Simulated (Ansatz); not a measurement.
| atom | x (Å) | y (Å) | z (Å) |
| --- | --- | --- | --- |
| C | -0.6632 | 0.0692 | 0.3618 |
| Al | -1.2421 | 0.8322 | 2.0046 |
| B | -0.2411 | -0.4774 | -0.8332 |
| Cl | -1.0406 | 2.9494 | 2.1660 |
| Cl | 0.2619 | -1.1999 | -2.2788 |

Geometry: B3LYP-D3(BJ)/def2-SVP.

The calculation used isolated molecule in a Gaussian basis; Kohn-Sham density functional theory, functional PBE0 in Ansatz 0.2.0.

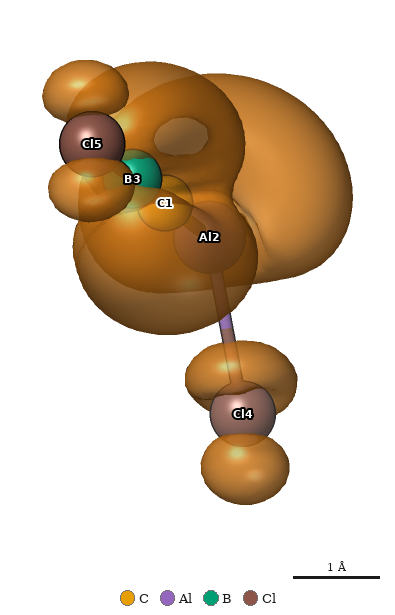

CAlBCl2 (SMILES Cl[B][C][Al][Cl]) (triplet). Isosurfaces of the spin density (α minus β) at +0.02 (orange) and −0.02 e/Å³ (purple), seen at an oblique angle.

**Which atoms carry the spin?**

The unpaired spin (2 electrons) lies mostly on Al2 (about 0.9), C1 (about 0.7), B3 (about 0.3) and Cl4 (about 0.1), in electrons by Hirshfeld's partition.
